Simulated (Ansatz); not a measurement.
# C2H5BSe: rigid scan of one bond length, by script

How does the energy of C2H5BSe change as one bond is stretched? Aim: a rigid scan of one bond length, for C2H5BSe, run from a script.

Program: Ansatz 0.2.0, driven from Python. Level of theory: B3LYP+D4/def2-SVP. These are calculated values, not measurements.

### 1 The structure

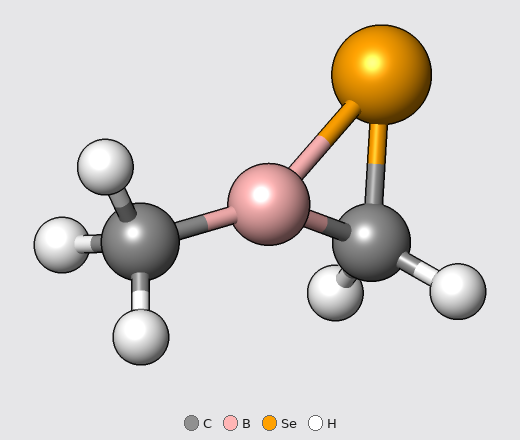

The starting structure, viewed from a chosen angle; carbon grey, boron pink, selenium orange, hydrogen white.

No structure file is read: the coordinates are typed or built in the script.

### 2 The code

File run_scan.py:

```python
'''Potential curve of C2H5BSe along one bond.'''

import ansatz as az
import numpy as np

geometry_ang = [
    ('C', (-0.2254, 1.1956, -0.7189)),
    ('B', (0.0319, -0.259, -0.3152)),
    ('C', (0.3955, -1.1864, 0.8716)),
    ('Se', (-0.6424, -2.2296, -0.1063)),
    ('H', (-0.5483, 1.268, -1.822)),
    ('H', (-1.115, 1.6428, -0.1204)),
    ('H', (0.6534, 1.8674, -0.5553)),
    ('H', (0.05, -0.8376, 1.8514)),
    ('H', (1.4888, -1.5076, 0.8981)),
]
geometry = az.Crystal.molecule()
for symbol, xyz in geometry_ang:
    geometry = geometry.atom(symbol, xyz)

symbols = [site.symbol for site in geometry.cartesian_sites]
start = np.array([site.position_ang for site in geometry.cartesian_sites])
axis = (start[4] - start[0]) / np.linalg.norm(start[4] - start[0])
moving = [4]
lengths, energies = [1.013, 1.06, 1.106, 1.152, 1.198, 1.244, 1.29, 1.359], []
for length in lengths:
    xyz = start.copy()
    xyz[moving] += (length - np.linalg.norm(start[4] - start[0])) * axis
    point = az.Crystal.molecule()
    for symbol, place in zip(symbols, xyz):
        point = point.atom(symbol, place.tolist())
    base = point.calculation()
    base = base.basis(gaussian='def2-SVP')
    base = base.functional('b3lyp', dispersion='d4')
    r = base.run(threads=1, pin='off').report
    energies.append(r['free_energy_ev'])
    print(f'r = {length:6.3f} A  E = {energies[-1]:.5f} eV  <S^2> = {abs(r["mean_field"]["state"]["spin_squared"]):.3f}')

# quartic fit about the minimum
fit = np.polynomial.Polynomial.fit(lengths, np.array(energies) - min(energies), 4).convert()
roots = [r.real for r in fit.deriv().roots() if abs(r.imag) < 1e-9 and fit.deriv(2)(r.real) > 0]
r_e = min(roots, key=lambda r: abs(r - lengths[int(np.argmin(energies))]))
print(f'minimum of the fit at {r_e:.4f} A, force constant {fit.deriv(2)(r_e):.2f} eV/A^2')
```

### 3 The input behind the calls

The engine receives this input (first run):

```yaml
crystal:
  periodic: [false, false, false]
  atoms:
    - { symbol: C, position_ang: [-0.2254, 1.1956, -0.7189] }
    - { symbol: B, position_ang: [0.0319, -0.259, -0.3152] }
    - { symbol: C, position_ang: [0.3955, -1.1864, 0.8716] }
    - { symbol: Se, position_ang: [-0.6424, -2.2296, -0.1063] }
    - { symbol: H, position_ang: [-0.5094211931944186, 1.2592826707565064, -1.6891811341367702] }
    - { symbol: H, position_ang: [-1.115, 1.6428, -0.1204] }
    - { symbol: H, position_ang: [0.6534, 1.8674, -0.5553] }
    - { symbol: H, position_ang: [0.05, -0.8376, 1.8514] }
    - { symbol: H, position_ang: [1.4888, -1.5076, 0.8981] }
basis:
  gaussian:
    orbitals: def2-SVP
hamiltonian:
  xc: b3lyp
  dispersion: d4
```

### 4 Launch

Launch:

```bash
> python run_scan.py
```

Output:

```text
r =  1.013 A  E = -68171.56982 eV  <S^2> = 0.000
r =  1.060 A  E = -68171.69594 eV  <S^2> = 0.000
r =  1.106 A  E = -68171.72949 eV  <S^2> = 0.000
r =  1.152 A  E = -68171.69499 eV  <S^2> = 0.000
r =  1.198 A  E = -68171.60881 eV  <S^2> = 0.000
r =  1.244 A  E = -68171.48397 eV  <S^2> = 0.000
r =  1.290 A  E = -68171.33106 eV  <S^2> = 0.000
r =  1.359 A  E = -68171.06820 eV  <S^2> = 0.000
minimum of the fit at 1.1039 A, force constant 32.69 eV/A^2
```

Wall time 30 s (1 thread of Arm Neoverse V1, shared host); peak memory 0.27 GiB.

### 5 Inputs of later runs

The engine's inputs for some of the other runs:

Run 3, against run 1:

```diff
@@ -8 +8 @@
-    - { symbol: H, position_ang: [-0.5094211931944186, 1.2592826707565064, -1.6891811341367702] }
+    - { symbol: H, position_ang: [-0.5354961892132547, 1.2651291548437276, -1.778259263924253] }
```

Run 7, against run 1:

```diff
@@ -8 +8 @@
-    - { symbol: H, position_ang: [-0.5094211931944186, 1.2592826707565064, -1.6891811341367702] }
+    - { symbol: H, position_ang: [-0.5870854286483712, 1.2766963921775847, -1.9544998647941103] }
```

Run 8, against run 1:

```diff
@@ -8 +8 @@
-    - { symbol: H, position_ang: [-0.5094211931944186, 1.2592826707565064, -1.6891811341367702] }
+    - { symbol: H, position_ang: [-0.6064313934365398, 1.281034106177781, -2.020590090120307] }
```

### 6 What each run gave

One row for each of the 8 runs:

```csv
run,distance (Å),energy from run 3 (eV),SCF cycles,CPU time (s)
1,1.01,0.1597,17,3.6
2,1.06,0.0336,17,3.6
3,1.11,0.0000,17,3.7
4,1.15,0.0345,17,3.6
5,1.20,0.1207,17,3.7
6,1.24,0.2455,17,3.6
7,1.29,0.3984,17,3.6
8,1.36,0.6613,17,3.6
```

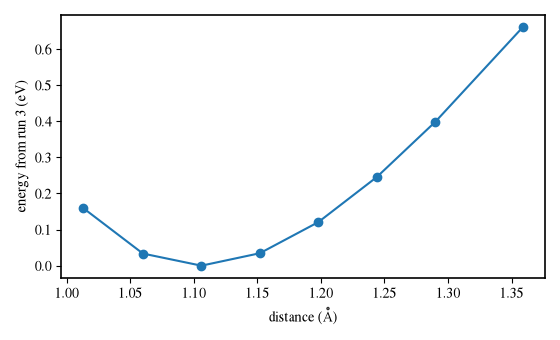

Energy against distance; lines join the points.

### 7 Outcome

| quantity | value |
| --- | --- |
| bond length at the fit's minimum | 1.1039 Å |
| runs compared | 8 |
| range of energy | 0.661 eV |
| lowest point, distance (Å) | 1.11 |

The curve has its lowest point inside the range, at 1.11. The ends stand 0.16 and 0.661 eV above it. The distance scanned is the script's pair 0, 4. The rest of the molecule is held rigid at a force-field or estimated start geometry, and the basis set is modest; single-reference methods fail as a bond breaks. b3lyp holds the VWN-RPA fit, as in Gaussian; the form of ORCA and Turbomole is b3lyp5. The orbitals are restricted, so S² is zero by construction.
